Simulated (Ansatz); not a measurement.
```yaml
atoms:
  - { symbol: Ge, position_ang: [-1.7110, -0.2489, -0.2384] }
  - { symbol: C, position_ang: [1.7382, 0.5920, -0.0460] }
  - { symbol: N, position_ang: [-1.9590, -1.0843, 1.2252] }
  - { symbol: H, position_ang: [1.3256, 0.1109, 0.8411] }
  - { symbol: H, position_ang: [-1.3306, -0.8144, -1.6223] }
  - { symbol: H, position_ang: [-1.8928, 1.2690, -0.2347] }
  - { symbol: H, position_ang: [1.6191, -0.0617, -0.9109] }
  - { symbol: H, position_ang: [2.7993, 0.7860, 0.1094] }
  - { symbol: H, position_ang: [1.2255, 1.5378, -0.2237] }
  - { symbol: H, position_ang: [-1.8142, -2.0863, 1.1004] }
```

The product side of a reaction path; geometry: PBE0-D4/def2-TZVP; a saddle point, not a minimum.

These are results of RKS PBE0-D4/def2-TZVPP (Ansatz 0.2.0), not measurements.

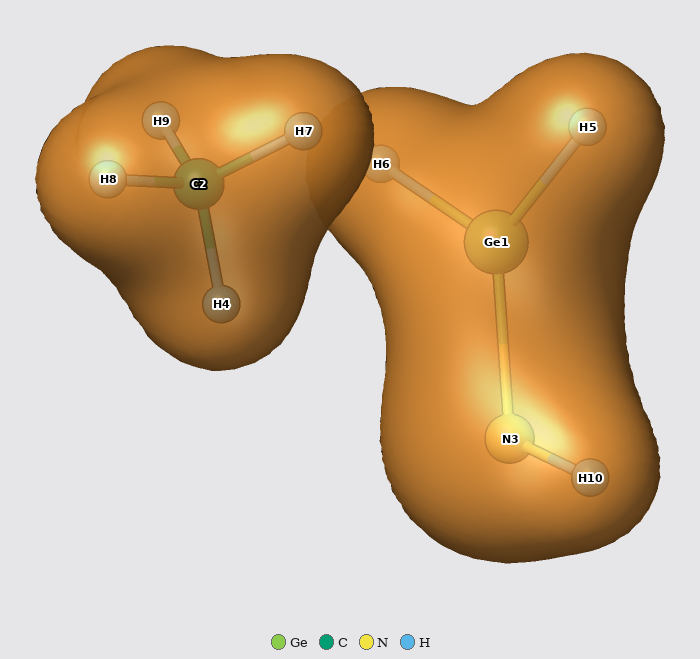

GeH3N···CH4. Isosurface of the total electron density at 0.2 e/Å³ (orange), seen at an oblique angle.

**How is the density connected at this value?**

At this value the surface falls into two separate pieces. It bridges the sampled Ge–N (1.70 Å), N–H (1.02 Å) and C–H (1.09 Å) contacts, where the density stays above the isovalue. It is pinched off along the sampled C···Ge (3.56 Å) contacts. On the grid the lowest density along these lines, outside the cores, is 0.03 e/Å³ (C···Ge, 3.56 Å), 1.2 e/Å³ (Ge–N, 1.70 Å), 2.2 e/Å³ (N–H, 1.02 Å) and 1.9 e/Å³ (C–H, 1.09 Å).
